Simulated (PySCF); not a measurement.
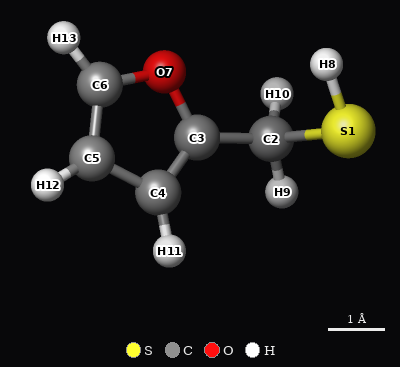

Starting structure of C5H6OS. A ball-and-stick model, seen at a tilt.

The start comes from GFN2-xTB. Its atoms were then displaced at random by about 0.01 Å.

Level of theory: PySCF 2.14.0, density-fitted response routines, PBE0-D3(BJ)/def2-TZVP geometry optimisation, gas phase.

```xyz
13

S     2.6445    0.5903    0.8328
C     1.6365   -0.5217   -0.2542
C     0.1726   -0.2545   -0.1532
C    -0.7206   -0.7189    0.7170
C    -1.9687   -0.0900    0.3528
C    -1.6701    0.7322   -0.6883
O    -0.3533    0.6347   -0.9991
H     2.2124    1.7475    0.2575
H     1.8851   -1.5102    0.1233
H     1.9904   -0.3823   -1.2639
H    -0.6128   -1.4336    1.5169
H    -2.9163   -0.2125    0.8335
H    -2.2938    1.4022   -1.2853
```

Q: Predict the outcome.

A: After 11 geometry steps the energy has fallen by 2.81 kcal/mol. The atom that moves furthest after the best rigid fit is H8 (0.36 Å). By element the largest moves are H 0.36 Å, S 0.25 Å, O 0.21 Å, C 0.15 Å. Among the contacts that change: S1–C2 1.853 → 1.827 Å, C3–C4 1.331 → 1.356 Å, C3–O7 1.335 → 1.357 Å, S1–H8 1.363 → 1.342 Å. Bond angles that change, for instance: C3–C4–H11 130.5° → 126.1°, C2–C3–C4 129.8° → 133.5°, H9–C2–H10 111.6° → 107.9°.

Step by step:

| step | E − E(0), kcal/mol |
| --- | --- |
| 0 | 0.00 |
| 1 | -2.07 |
| 2 | -2.28 |
| 3 | -2.43 |
| 4 | -2.47 |
| 5 | -2.63 |
| 6 | -2.74 |
| 7 | -2.79 |
| 8 | -2.79 |
| 9 | -2.80 |
| 10 | -2.81 |
| 11 | -2.81 |

The structure at the end:

```xyz
13

S     2.6664    0.7767    0.6694
C     1.6457   -0.4955   -0.1540
C     0.1951   -0.2598   -0.0636
C    -0.8016   -0.8320    0.6572
C    -1.9993   -0.1363    0.3146
C    -1.6381    0.8060   -0.5857
O    -0.3083    0.7418   -0.8281
H     2.2565    1.7996   -0.0958
H     1.8912   -1.4275    0.3547
H     1.9678   -0.5849   -1.1927
H    -0.6941   -1.6510    1.3504
H    -2.9935   -0.3151    0.6910
H    -2.1821    1.5612   -1.1277
```

The end point in the same view:

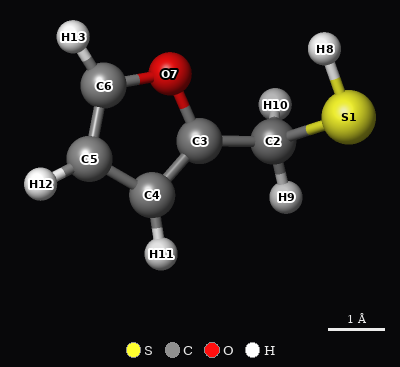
